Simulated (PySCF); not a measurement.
NMR shielding calculation, with input and output: C5H19ClF2O4Si6

The run: NMR shielding calculation of C5H19ClF2O4Si6. Method and program: GIAO mPW1PW91/6-31G* NMR shielding, non-relativistic, gas phase (PySCF 2.14.0).

The geometry comes from this level: GFN2-xTB. Figures and captions count atoms from 1; the log counts them from 0 in places.

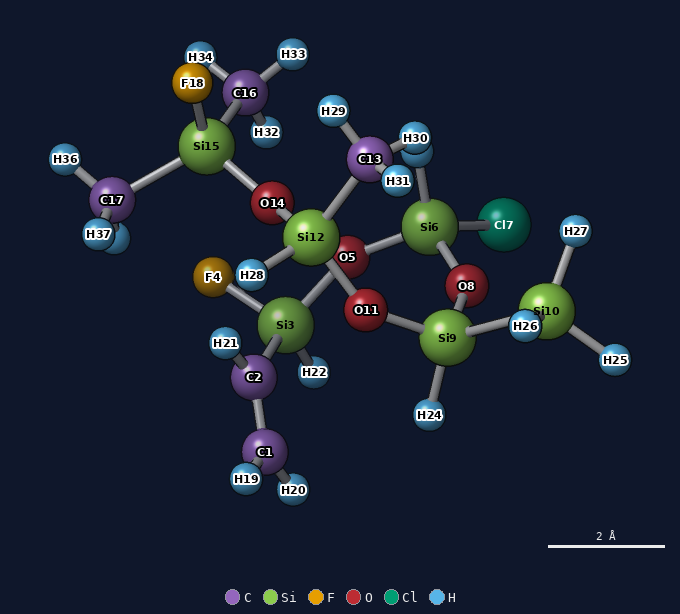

*The structure (ball-and-stick view, seen at a tilt; atoms are numbered from 1 in the order of the input).*

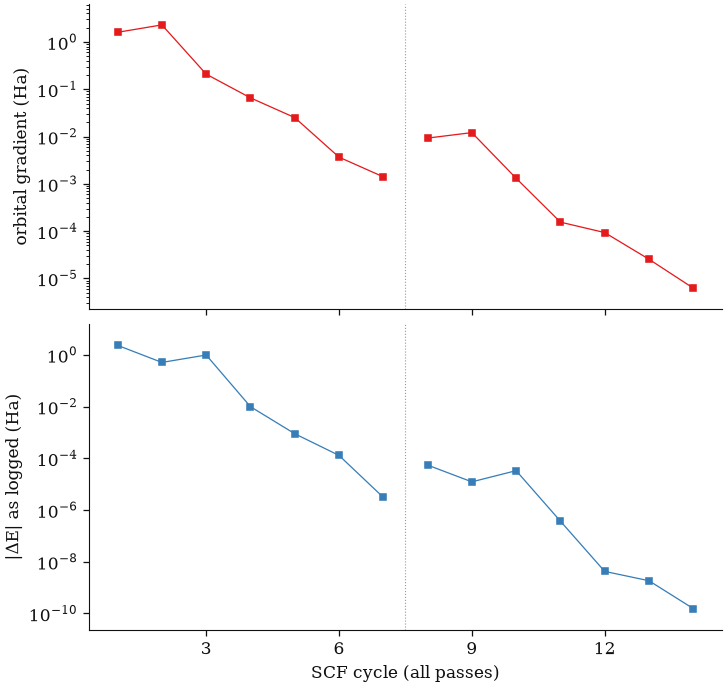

*Convergence of the self-consistent field: orbital gradient and size of the energy change against the SCF cycle. The dotted line marks the change from a coarse to the final integration grid.*

The first 7 cycles use a coarse grid, the final grid takes over at cycle 8, and the field converges after 14 cycles in all.

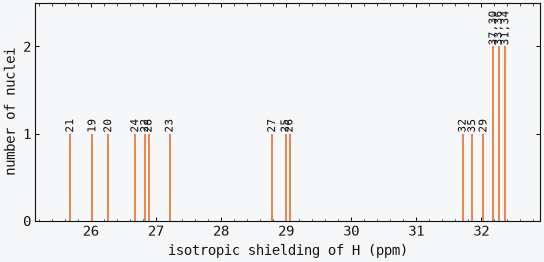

*Isotropic shieldings of the hydrogen nuclei in this fixed geometry, labelled by atom number; shielding grows to the right, so chemical shift grows to the left.*

The least shielded is H21 (25.7 ppm), the most shielded H34 (32.4 ppm).

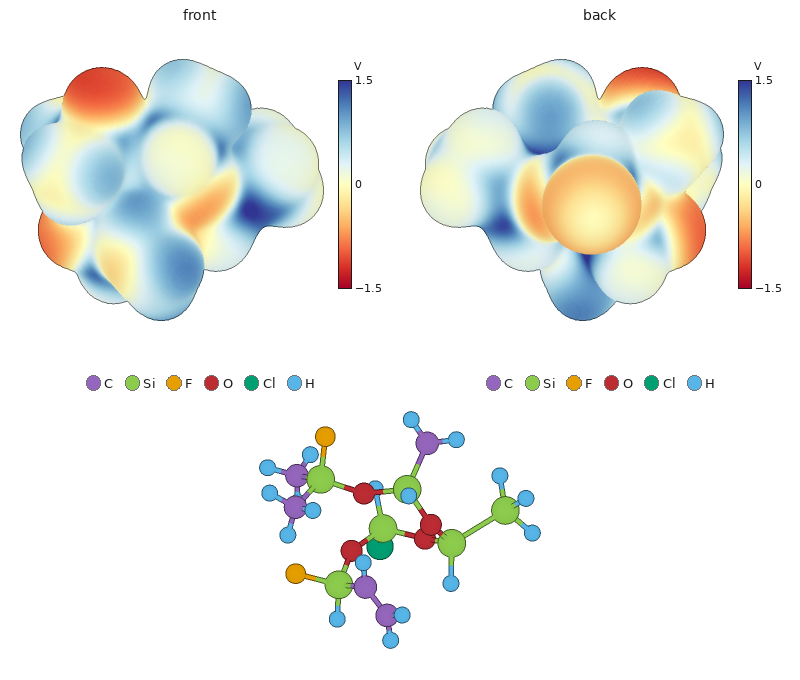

*The molecular electrostatic potential painted on the density surface at 0.002 e/bohr³, seen at a tilt and from behind; the colour scale runs from red (negative) to blue (positive). The bare structure is drawn below in the same view.*

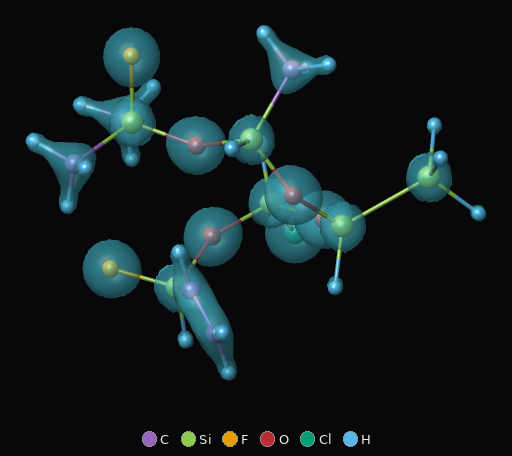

*Isosurface of the total electron density at 1.5 e/Å³ (cyan), seen face on.*

At this value the surface falls into 24 separate pieces. It is pinched off along the Si–O (1.60 Å), Si–F (1.61 Å) and C–Si (1.87 Å) contacts. On the grid the lowest density along these lines, outside the cores, is 2.3 e/Å³ (C–C, 1.32 Å), 1 e/Å³ (Si–O, 1.60 Å), 0.9 e/Å³ (Si–F, 1.61 Å) and 0.84 e/Å³ (C–Si, 1.87 Å).

The input and output of the run follow.

### Input
```
{"job": {"xc": "mPW1PW91", "basis": "6-31G*", "kind": "nmr", "pop": true}, "charge": 0, "multiplicity": 1}
C      1.690178     2.376586     2.238319
C      0.860332     1.353374     2.097994
Si     1.268840    -0.432527     2.482569
F      0.105152    -1.036611     3.424039
O      1.202404    -1.417731     1.203721
Si     1.657482    -1.847134    -0.281325
Cl     3.098169    -3.205730    -0.101351
O      2.332348    -0.630974    -1.081157
Si     2.149708     0.951145    -1.467430
Si     2.527238     1.045668    -3.725243
O      0.635449     1.413178    -1.123531
Si    -0.945924     1.053257    -1.212725
C     -1.381728     0.329651    -2.904116
O     -1.277805    -0.033875    -0.055407
Si    -2.428461    -0.808692     0.791415
C     -1.969792    -2.618614     1.060706
C     -2.919848     0.185966     2.323388
F     -3.714340    -0.778162    -0.212066
H      1.405919     3.386049     1.984917
H      2.692617     2.252471     2.616188
H     -0.130903     1.548596     1.707197
H      2.517160    -0.681622     3.183360
H      0.491379    -2.357331    -0.964795
H      2.934171     1.681061    -0.470597
H      3.957287     1.149486    -4.049533
H      1.899110     2.222954    -4.346316
H      2.033661    -0.104799    -4.504245
H     -1.569590     2.326485    -0.865627
H     -2.437304     0.082471    -2.958759
H     -0.820648    -0.583058    -3.094722
H     -1.158509     1.025238    -3.707490
H     -1.013877    -2.708018     1.563970
H     -1.905023    -3.157881     0.119662
H     -2.715175    -3.115802     1.673892
H     -2.172351     0.111103     3.105839
H     -3.858039    -0.177966     2.731396
H     -3.051203     1.238207     2.084021
```

The first line tells a small driver script what to run in PySCF; the rest is the geometry in Å.

Command:
```bash
OMP_NUM_THREADS=1 python <driver script> task.json out
```

### What the program printed
```
coarse grid: 35096 points
cycle   1  E = -2899.7238195129  dE =  2.313e+00  |g| = 1.602e+00  |ddm| = 5.697e+00
cycle   2  E = -2899.2175073992  dE =  5.063e-01  |g| = 2.296e+00  |ddm| = 3.013e+00
cycle   3  E = -2900.1967782267  dE = -9.793e-01  |g| = 2.090e-01  |ddm| = 1.968e+00
cycle   4  E = -2900.2066314867  dE = -9.853e-03  |g| = 6.585e-02  |ddm| = 2.667e-01
cycle   5  E = -2900.2075174152  dE = -8.859e-04  |g| = 2.519e-02  |ddm| = 6.498e-02
cycle   6  E = -2900.2076457855  dE = -1.284e-04  |g| = 3.671e-03  |ddm| = 2.144e-02
cycle   7  E = -2900.2076488578  dE = -3.072e-06  |g| = 1.409e-03  |ddm| = 4.816e-03
final grid: 309456 points
cycle   8  E = -2900.0231989108  dE = -5.439e-05  |g| = 9.288e-03  |ddm| = 4.081e-02
cycle   9  E = -2900.0231866990  dE =  1.221e-05  |g| = 1.213e-02  |ddm| = 1.755e-02
cycle  10  E = -2900.0232197574  dE = -3.306e-05  |g| = 1.314e-03  |ddm| = 9.947e-03
cycle  11  E = -2900.0232201265  dE = -3.692e-07  |g| = 1.553e-04  |ddm| = 1.159e-03
cycle  12  E = -2900.0232201307  dE = -4.209e-09  |g| = 9.338e-05  |ddm| = 2.270e-04
cycle  13  E = -2900.0232201326  dE = -1.833e-09  |g| = 2.551e-05  |ddm| = 9.867e-05
cycle  14  E = -2900.0232201327  dE = -1.537e-10  |g| = 6.258e-06  |ddm| = 2.526e-05
converged SCF energy = -2900.0232201327

GIAO shielding tensors (ppm)
atom      isotropic    diamagn.    paramagn.     s11        s22        s33       span
  0 C       63.131     259.063    -195.933    -54.711     61.343    182.761    237.472
  1 C       67.685     267.002    -199.317    -32.996     57.571    178.479    211.475
  2 Si     428.007     884.789    -456.782    399.505    434.240    450.276     50.771
  3 F      336.812     470.507    -133.695    279.444    361.166    369.824     90.379
  4 O      221.979     403.833    -181.854    175.934    235.531    254.471     78.537
  5 Si     448.104     885.780    -437.676    434.129    449.042    461.141     27.012
  6 Cl     910.228    1148.719    -238.490    824.772    865.322   1040.591    215.819
  7 O      223.059     403.448    -180.389    171.082    234.612    263.485     92.403
  8 Si     415.798     886.749    -470.951    392.291    403.936    451.167     58.877
  9 Si     499.745     882.434    -382.689    488.138    497.593    513.503     25.365
 10 O      228.577     406.220    -177.643    176.200    210.514    299.019    122.819
 11 Si     431.929     889.449    -457.520    413.274    418.973    463.539     50.265
 12 C      192.776     257.596     -64.821    184.966    190.233    203.128     18.163
 13 O      231.394     410.164    -178.769    174.445    247.771    271.967     97.522
 14 Si     406.037     883.616    -477.579    373.077    390.006    455.026     81.949
 15 C      194.217     257.344     -63.127    187.899    192.431    202.321     14.422
 16 C      194.372     255.584     -61.213    188.035    191.065    204.016     15.980
 17 F      323.504     470.030    -146.526    265.904    337.164    367.445    101.540
 18 H       26.027      33.124      -7.097     21.841     25.800     30.439      8.598
 19 H       26.270      31.515      -5.245     21.738     26.197     30.874      9.136
 20 H       25.685      42.541     -16.856     21.747     26.200     29.108      7.362
 21 H       26.834      30.347      -3.513     22.908     24.308     33.288     10.380
 22 H       27.213      38.830     -11.617     23.929     25.995     31.715      7.786
 23 H       26.684      34.547      -7.863     22.536     25.768     31.748      9.212
 24 H       28.992      28.413       0.579     25.505     26.476     34.996      9.491
 25 H       29.056      30.334      -1.278     25.410     27.620     34.137      8.727
 26 H       28.787      31.304      -2.517     25.507     28.187     32.667      7.160
 27 H       26.891      35.157      -8.267     23.353     24.727     32.591      9.238
 28 H       32.034      32.876      -0.842     26.550     30.950     38.602     12.052
 29 H       32.193      37.370      -5.177     29.182     31.214     36.183      7.002
 30 H       32.366      32.802      -0.436     27.351     30.476     39.273     11.922
 31 H       31.716      36.214      -4.498     26.939     30.012     38.197     11.258
 32 H       32.268      34.538      -2.269     28.544     30.338     37.923      9.379
 33 H       32.377      29.780       2.597     27.947     29.259     39.926     11.979
 34 H       31.860      33.839      -1.979     26.765     31.289     37.526     10.761
 35 H       32.273      28.824       3.449     27.847     28.975     39.995     12.149
 36 H       32.182      33.487      -1.305     27.830     30.556     38.159     10.329
```

### Summary

- outcome: converged
- total energy: −2900.023220 hartree
- HOMO: −8.07 eV
- LUMO: −0.62 eV
- dipole moment: 2.40 D
- isotropic shielding, C: 63.1 to 194.4 ppm
- isotropic shielding, Si: 406.0 to 499.7 ppm
- isotropic shielding, F: 323.5 to 336.8 ppm
- isotropic shielding, O: 222.0 to 231.4 ppm
- isotropic shielding, Cl: 910.2 ppm
- hardware: 1 CPU thread, shared host
- wall time: 4.5 min
- peak memory: 2.2 GiB
